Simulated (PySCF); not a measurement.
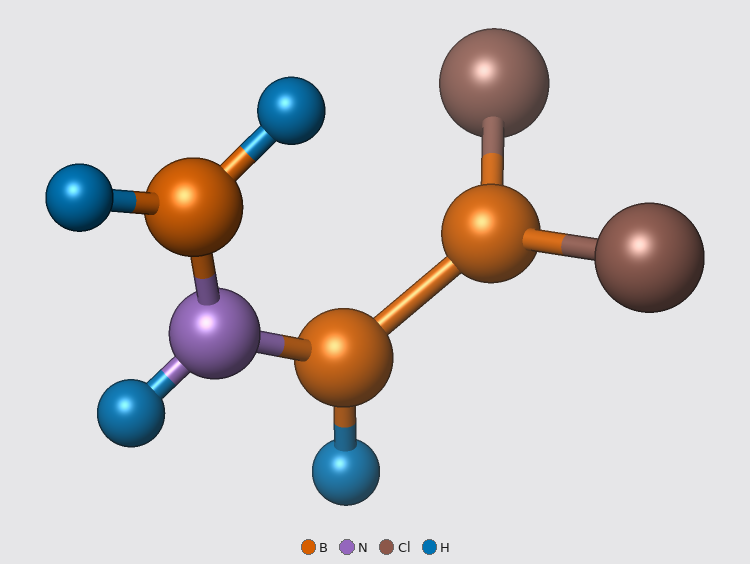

Rendered structure (ball-and-stick style). Every bond is drawn as one stick, whatever its order.

Computed geometry: PBE0-D3(BJ)/def2-SVP optimisation. No frequency run is at hand to confirm it as a minimum.

What does the picture show?

Formula B3Cl2H4N. SMILES: `BNBB(Cl)Cl`. It has no ring. Among its groups: B–H bond. Coordination: 3 B trigonal planar; 1 N trigonal planar.

More results for the same structure follow; atom numbers are the same in all pictures, views and colours differ.

### Excitation

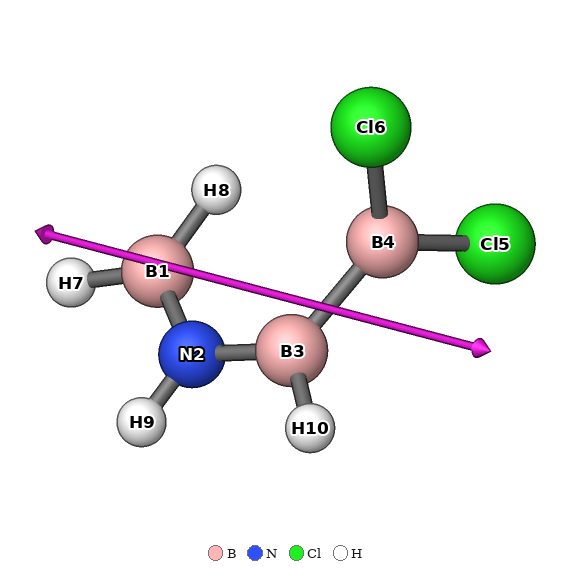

The double arrow shows the direction of the transition dipole to excited singlet state 5 (its length means nothing). No frequency run is at hand to confirm it as a minimum. Method: TDDFT HF/def2-SVPD, vertical, gas phase, core orbitals frozen in the response (PySCF 2.14.0).

Question: Give its energy, strength and character.

Answer: 8.42 eV (147 nm), oscillator strength 0.29, mainly HOMO−3 → LUMO+1 (weight 0.53); transition dipole 3.01 D.

### NMR shielding

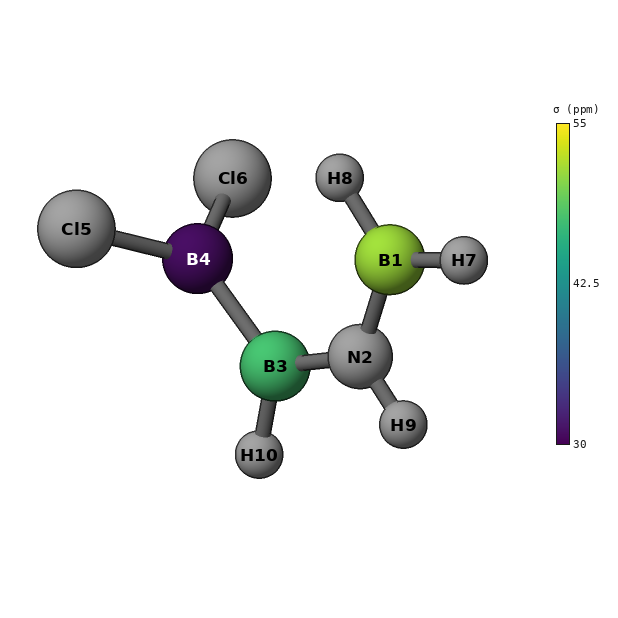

Atoms are coloured by their isotropic NMR shieldings (B only, the others grey). No frequency run is at hand to confirm it as a minimum. Properties computed with GIAO PBE0/cc-pVTZ NMR shielding, non-relativistic, gas phase (PySCF 2.14.0).

Give the isotropic NMR shieldings of the B atoms atom by atom.

```json
{"atom": "B1", "σ (ppm)": "51.3"}
{"atom": "B3", "σ (ppm)": "47.6"}
{"atom": "B4", "σ (ppm)": "30.9"}
```

### Polarisability

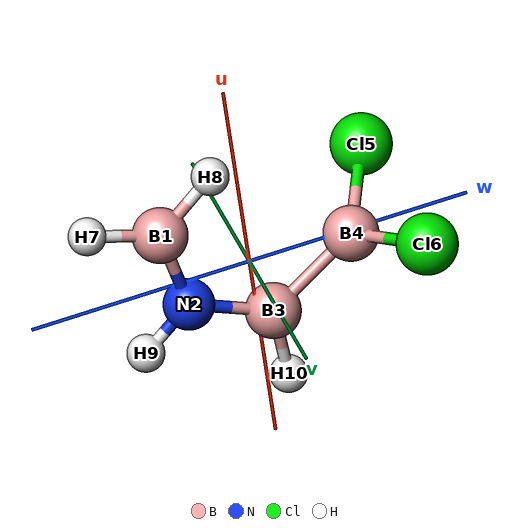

The lines u, v and w are the principal axes of the static dipole polarisability. No frequency run is at hand to confirm it as a minimum. Method: HF/def2-SVPD (PySCF 2.14.0).

Question: Along which axis is the molecule most polarisable, and along which least?

Answer: Most along w, least along u.

Question: Give the three principal values.

Answer: u 66.4, v 69.4, w 76.3 bohr³; mean 70.7, anisotropy 8.8 bohr³.

### Quadrupole coupling

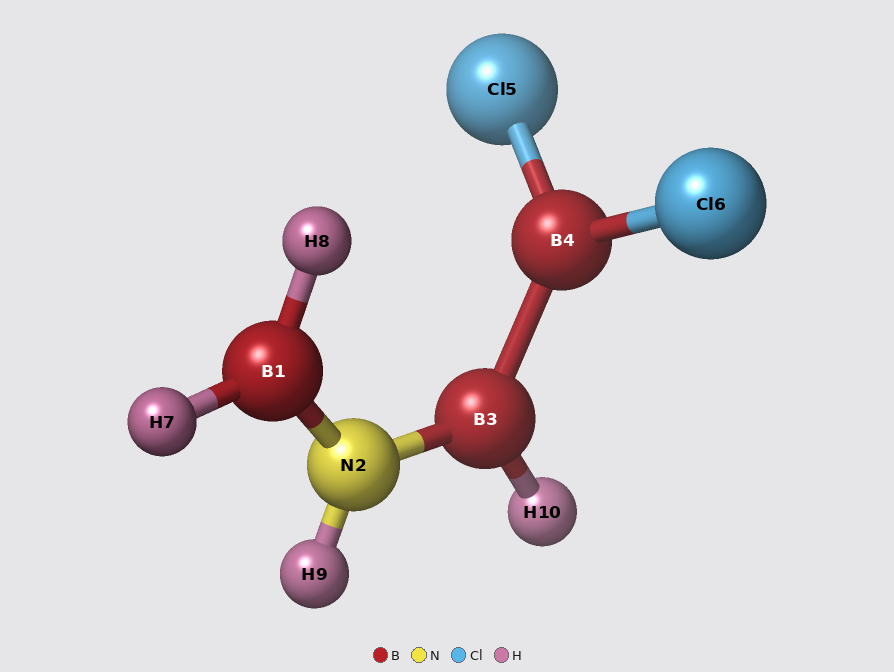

No frequency run is at hand to confirm it as a minimum. Electric field gradients from the ground-state density, PBE0/cc-pVDZ (PySCF 2.14.0), non-relativistic apart from any core potentials.

Give the largest field-gradient component, the quadrupole coupling constant and the asymmetry for 11B at B1 (Q = 40.59 mb), 14N at N2 (Q = 20.44 mb), 11B at B3 (Q = 40.59 mb), 11B at B4 (Q = 40.59 mb), 35Cl at Cl5 (Q = −81.7 mb), 35Cl at Cl6 (Q = −81.7 mb).

```json
{"atom": "B1", "V_zz (a.u.)": "0.436", "e²qQ/h (MHz)": "4.16", "η": "0.10"}
{"atom": "N2", "V_zz (a.u.)": "0.272", "e²qQ/h (MHz)": "1.31", "η": "0.18"}
{"atom": "B3", "V_zz (a.u.)": "0.444", "e²qQ/h (MHz)": "4.24", "η": "0.18"}
{"atom": "B4", "V_zz (a.u.)": "0.344", "e²qQ/h (MHz)": "3.28", "η": "0.79"}
{"atom": "Cl5", "V_zz (a.u.)": "1.865", "e²qQ/h (MHz)": "−35.8", "η": "0.64"}
{"atom": "Cl6", "V_zz (a.u.)": "1.864", "e²qQ/h (MHz)": "−35.8", "η": "0.63"}
```
